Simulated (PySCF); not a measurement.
# One shape, several levels: BH3S3 (SMILES SB(S)S)

Aim: a comparison of 6 runs (HF/STO-3G, HF/3-21G, PBE0/6-31G*, B3LYP/6-31G*, wB97X/6-311G**, TPSSh/6-311+G**) of BH3S3. The job is set up through a Python script.

The results are computed with PySCF 2.14.0.

### Step 1. The structure to begin with

The species is BH3S3 (7 atoms), meant as a singlet with charge 0. SMILES: `SB(S)S`. The shape is that of a PBE0-D4/def2-TZVP optimisation.

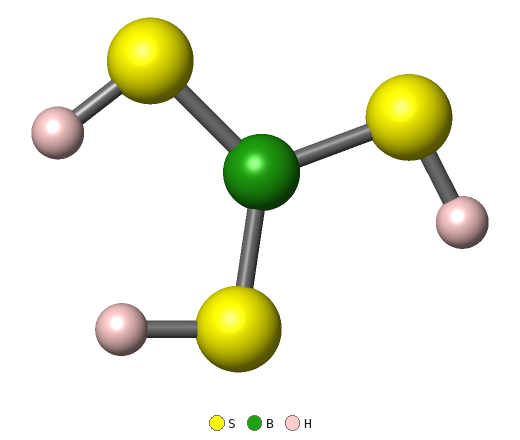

Viewed from a chosen angle; sulfur yellow, boron green, hydrogen pink.

### Step 2. Energy and forces at HF/STO-3G (run 1)

Input file run.py:

```python
# SB(S)S
from pyscf import gto, scf

system = gto.M(
    atom='''
S     -2.869549     2.595728     0.766473
B     -0.344497     0.335048     0.364339
S      1.140072    -0.699577     3.251841
S      0.459014    -0.670475    -2.786590
H     -3.438168     2.863313    -1.692817
H      2.829109    -2.281655     2.217405
H      2.339670    -2.270884    -2.206822
''',
    verbose=4,
    basis='sto-3g',
    unit='bohr',
    max_memory=1860,
)

hf = scf.RHF(system)
hf.conv_tol = 1e-10
hf.kernel()
if not hf.converged:
    hf = hf.newton().run(hf.mo_coeff, hf.mo_occ)

e_final = hf.e_tot
print('E = %.10f Eh' % e_final)
grad = hf.nuc_grad_method().kernel()
hf.analyze()
```

Run with:

```console
$ OMP_NUM_THREADS=1 python run.py
```

The program printed:

```text
PySCF version 2.14.0

[... 75 lines left out ...]
Total Energy =                       -1205.732990251437286
[... 3 lines left out ...]
Two-electron Coulomb Energy =          787.704550661608891
[... 5 lines left out ...]
MO #3   energy= -90.7464877639492  occ= 2
[... 3 lines left out ...]
MO #7   energy= -7.41241351531989  occ= 2
[... 3 lines left out ...]
MO #11  energy= -6.2864652039823   occ= 2
[... 3 lines left out ...]
MO #15  energy= -6.27822717304228  occ= 2
[... 3 lines left out ...]
MO #19  energy= -0.879375503969879 occ= 2
[... 3 lines left out ...]
MO #23  energy= -0.430566419329737 occ= 2
[... 3 lines left out ...]
MO #27  energy= -0.271651064038072 occ= 2
[... 3 lines left out ...]
MO #31  energy= 0.464060818552434  occ= 0
[... 3 lines left out ...]
MO #35  energy= 0.657676643173323  occ= 0
[... 6 lines left out ...]
pop of  0 S 2py           1.99962
pop of  0 S 2pz           1.99924
pop of  0 S 3px           1.45248
pop of  0 S 3py           1.56277
pop of  0 S 3pz           1.14426
pop of  1 B 1s            1.99947
pop of  1 B 2s            1.02029
pop of  1 B 2px           0.69125
pop of  1 B 2py           0.64162
pop of  1 B 2pz           0.83287
pop of  2 S 1s            2.00000
pop of  2 S 2s            1.99964
pop of  2 S 3s            1.73603
pop of  2 S 2px           1.99947
pop of  2 S 2py           1.99957
pop of  2 S 2pz           1.99933
pop of  2 S 3px           1.34426
pop of  2 S 3py           1.46028
pop of  2 S 3pz           1.35088
pop of  3 S 1s            2.00000
pop of  3 S 2s            1.99963
pop of  3 S 3s            1.73414
pop of  3 S 2px           1.99948
pop of  3 S 2py           1.99957
pop of  3 S 2pz           1.99931
pop of  3 S 3px           1.36900
pop of  3 S 3py           1.46318
pop of  3 S 3pz           1.33135
pop of  4 H 1s            1.04285
pop of  5 H 1s            1.04787
pop of  6 H 1s            1.04397
 ** Mulliken atomic charges  **
charge of    0S =      0.10531
charge of    1B =     -0.18549
charge of    2S =      0.11054
charge of    3S =      0.10432
charge of    4H =     -0.04285
charge of    5H =     -0.04787
charge of    6H =     -0.04397
Dipole moment(X, Y, Z, Debye):  0.94721, -0.91621, -0.88183
```

It took 1.8 s on 1 thread of Intel Xeon at 2.70GHz, shared host; peak memory 0.12 GiB.

### Step 3. Energy and gradient at HF/3-21G (run 2)

Input file calc.py:

```python
import pyscf.grad
from pyscf import gto, scf

mol = gto.Mole()
mol.atom = '''
S     -2.869549     2.595728     0.766473
B     -0.344497     0.335048     0.364339
S      1.140072    -0.699577     3.251841
S      0.459014    -0.670475    -2.786590
H     -3.438168     2.863313    -1.692817
H      2.829109    -2.281655     2.217405
H      2.339670    -2.270884    -2.206822
'''
mol.verbose = 3
mol.charge = 0
mol.basis = '3-21g'
mol.unit = 'bohr'
mol.max_memory = 1860
mol.build()

hf = scf.RHF(mol)
hf.conv_tol = 1e-10
hf.kernel()
if not hf.converged:
    hf = hf.newton().run(hf.mo_coeff, hf.mo_occ)

energy = hf.e_tot
print('E(%s) = %.9f' % ('HF', energy))
grad = hf.Gradients().kernel()
hf.analyze()
```

Run with:

```console
$ OMP_NUM_THREADS=1 python calc.py
```

The program printed:

```text
converged SCF energy = -1213.02329556441
E(HF) = -1213.023295564
--------------- RHF gradients ---------------
         x                y                z
0 S     0.0074284991    -0.0065149813     0.0002846622
1 B     0.0064752272    -0.0062492933    -0.0060703797
2 S    -0.0055168046     0.0041824451    -0.0069457129
3 S    -0.0045560012     0.0048614133     0.0091655950
4 H     0.0056750366    -0.0047588970     0.0024882049
5 H    -0.0055635678     0.0045233334    -0.0040124175
6 H    -0.0039423894     0.0039559798     0.0050900479
----------------------------------------------
**** MO energy ****
MO #1   energy= -91.3406406744816  occ= 2
MO #2   energy= -91.3360369409383  occ= 2
MO #3   energy= -91.3285871774868  occ= 2
MO #4   energy= -8.94401722777329  occ= 2
MO #5   energy= -8.9392700526788   occ= 2
MO #6   energy= -8.93193650476816  occ= 2
MO #7   energy= -7.67659441251143  occ= 2
MO #8   energy= -6.61905221061961  occ= 2
MO #9   energy= -6.61663620657917  occ= 2
MO #10  energy= -6.61418272556873  occ= 2
MO #11  energy= -6.61399702900257  occ= 2
MO #12  energy= -6.61187017421204  occ= 2
MO #13  energy= -6.60921674864591  occ= 2
MO #14  energy= -6.60686425297777  occ= 2
MO #15  energy= -6.60463665874447  occ= 2
MO #16  energy= -6.60194786099249  occ= 2
MO #17  energy= -1.07577165789018  occ= 2
MO #18  energy= -1.00474705658264  occ= 2
MO #19  energy= -1.00174373030608  occ= 2
MO #20  energy= -0.684021619531703 occ= 2
MO #21  energy= -0.626090515292363 occ= 2
MO #22  energy= -0.550008524519729 occ= 2
MO #23  energy= -0.543480937915446 occ= 2
MO #24  energy= -0.485697606303931 occ= 2
MO #25  energy= -0.472577444526497 occ= 2
MO #26  energy= -0.448410459298068 occ= 2
MO #27  energy= -0.39841877844182  occ= 2
MO #28  energy= -0.38829657465219  occ= 2
MO #29  energy= 0.0987589845490757 occ= 0
MO #30  energy= 0.116540796322148  occ= 0
MO #31  energy= 0.179995969236954  occ= 0
MO #32  energy= 0.216186257118983  occ= 0
MO #33  energy= 0.227023539115884  occ= 0
MO #34  energy= 0.256368726243375  occ= 0
MO #35  energy= 0.29987216757168   occ= 0
MO #36  energy= 0.619639720528477  occ= 0
MO #37  energy= 0.629363411995508  occ= 0
MO #38  energy= 0.639131702709968  occ= 0
MO #39  energy= 0.645019722139722  occ= 0
MO #40  energy= 0.698849359815153  occ= 0
MO #41  energy= 0.704654273559767  occ= 0
MO #42  energy= 0.712285825041356  occ= 0
MO #43  energy= 0.723357050446058  occ= 0
MO #44  energy= 0.728643472099798  occ= 0
MO #45  energy= 0.733249253834288  occ= 0
MO #46  energy= 0.738153486160328  occ= 0
MO #47  energy= 0.749693880592071  occ= 0
MO #48  energy= 0.801738829957943  occ= 0
MO #49  energy= 0.907719639948883  occ= 0
MO #50  energy= 0.910740695376823  occ= 0
MO #51  energy= 1.08196722289366   occ= 0
MO #52  energy= 1.15424926676199   occ= 0
MO #53  energy= 1.23495444530964   occ= 0
MO #54  energy= 1.27753135775244   occ= 0
 ** Mulliken atomic charges  **
charge of    0S =     -0.04111
charge of    1B =     -0.11306
charge of    2S =     -0.03287
charge of    3S =     -0.04935
charge of    4H =      0.08516
charge of    5H =      0.07247
charge of    6H =      0.07877
Dipole moment(X, Y, Z, Debye):  1.49298, -1.44609, -1.40858
```

It took 2 s on 1 thread of Intel Xeon at 2.70GHz, shared host; peak memory 0.13 GiB.

Runs 3 to 5 aren't shown in full; the table further down has their settings and results.

### Step 4. Energy and forces at TPSSh/6-311+G(d,p) (run 6)

Input file job.py:

```python
from pyscf import gto, dft

molecule = gto.M(
    atom='''
S     -2.869549     2.595728     0.766473
B     -0.344497     0.335048     0.364339
S      1.140072    -0.699577     3.251841
S      0.459014    -0.670475    -2.786590
H     -3.438168     2.863313    -1.692817
H      2.829109    -2.281655     2.217405
H      2.339670    -2.270884    -2.206822
''',
    verbose=4,
    max_memory=1860,
    basis='6-311+g**',
    spin=0,
    unit='bohr',
)

mf = dft.RKS(molecule)
mf.xc = 'tpssh'
mf.conv_tol = 1e-10
mf.grids.level = 5
mf.kernel()
if not mf.converged:
    mf = mf.newton().run(mf.mo_coeff, mf.mo_occ)

etot = mf.e_tot
print('Final energy', etot)
grad = mf.nuc_grad_method().kernel()
mf.analyze()
```

Run with:

```console
$ OMP_NUM_THREADS=1 python job.py
```

The program printed:

```text
PySCF version 2.14.0

[... 96 lines left out ...]
Two-electron Energy =                  700.040543935594997
[... 13 lines left out ...]
MO #10  energy= -5.82870163246817  occ= 2
[... 11 lines left out ...]
MO #22  energy= -0.395863672390376 occ= 2
[... 11 lines left out ...]
MO #34  energy= 0.0293094165745698 occ= 0
[... 11 lines left out ...]
MO #46  energy= 0.11695380734064   occ= 0
[... 11 lines left out ...]
MO #58  energy= 0.332260422217675  occ= 0
[... 11 lines left out ...]
MO #70  energy= 0.672948649029105  occ= 0
[... 11 lines left out ...]
MO #82  energy= 0.956218690996555  occ= 0
[... 11 lines left out ...]
MO #94  energy= 1.48248007811053   occ= 0
[... 11 lines left out ...]
MO #106 energy= 1.90482375459085   occ= 0
[... 11 lines left out ...]
MO #118 energy= 14.2157895747692   occ= 0
[... 11 lines left out ...]
MO #130 energy= 189.495059158502   occ= 0
[... 101 lines left out ...]
pop of  3 S 5py           0.00068
pop of  3 S 5pz           0.00096
pop of  3 S 6px           0.00026
pop of  3 S 6py           0.00027
pop of  3 S 6pz           0.00026
pop of  3 S 7px           0.00014
pop of  3 S 7py           0.00013
pop of  3 S 7pz           0.00013
pop of  3 S 3dxy          0.00559
pop of  3 S 3dyz          0.00311
pop of  3 S 3dz^2         0.00638
pop of  3 S 3dxz          0.00303
pop of  3 S 3dx2-y2       0.00041
pop of  4 H 1s            0.88257
pop of  4 H 2s            0.00954
pop of  4 H 3s            0.00124
pop of  4 H 2px           0.00087
pop of  4 H 2py           0.00076
pop of  4 H 2pz           0.00385
pop of  5 H 1s            0.89157
pop of  5 H 2s            0.00885
pop of  5 H 3s            0.00118
pop of  5 H 2px           0.00236
pop of  5 H 2py           0.00219
pop of  5 H 2pz           0.00098
pop of  6 H 1s            0.89033
pop of  6 H 2s            0.00917
pop of  6 H 3s            0.00127
pop of  6 H 2px           0.00264
pop of  6 H 2py           0.00217
pop of  6 H 2pz           0.00064
 ** Mulliken atomic charges  **
charge of    0S =     -0.03650
charge of    1B =     -0.17166
charge of    2S =     -0.03393
charge of    3S =     -0.04574
charge of    4H =      0.10117
charge of    5H =      0.09287
charge of    6H =      0.09379
Dipole moment(X, Y, Z, Debye):  1.10956, -1.07496, -1.04718
```

It took 94 s on 1 thread of Intel Xeon at 2.70GHz, shared host; peak memory 1.4 GiB.

### Step 5. Overview of the runs

| run | level | integration grid | Cartesian functions | energy (Eh) | dipole moment (D) | HOMO energy (eV) | LUMO energy (eV) | wall time |
| --- | --- | --- | --- | --- | --- | --- | --- | --- |
| 1 | HF/STO-3G | – | no | -1205.732990 | 1.59 | -7.16 | 7.78 | 1.8 s |
| 2 | HF/3-21G | – | no | -1213.023296 | 2.51 | -10.57 | 2.69 | 2 s |
| 3 | PBE0/6-31G* (spherical functions) | 5 | no | -1220.794313 | 1.98 | -7.50 | -0.62 | 28 s |
| 4 | B3LYP/6-31G* (Cartesian functions) | 5 | yes | -1221.305051 | 1.89 | -7.20 | -0.70 | 32 s |
| 5 | wB97X/6-311G** | 5 | no | -1221.329176 | 1.97 | -9.92 | 1.30 | 68 s |
| 6 | TPSSh/6-311+G** | 5 | no | -1221.406698 | 1.87 | -6.96 | -1.16 | 94 s |

### Step 6. What came out

| quantity | value |
| --- | --- |
| run 6: total energy | -1221.40670 Eh |
| run 6: dipole moment | 1.87 D |
| run 6: HOMO energy | -6.96 eV |
| run 6: LUMO energy | -1.16 eV |
| run 6: HOMO–LUMO gap | 5.80 eV |
| run 6: largest force on an atom | 0.350 eV/Å |

The dipole moment (its size) runs from 1.59 D (HF/STO-3G) to 2.51 D (HF/3-21G). The HOMO–LUMO gap runs from 5.80 eV (TPSSh/6-311+G**) to 14.94 eV (HF/STO-3G). The two ends differ in method and basis. Totals of different functionals can't be ranked against each other. In run 1 the basis is minimal, so the values are rough. All runs together took 3.8 min, the longest 94 s.
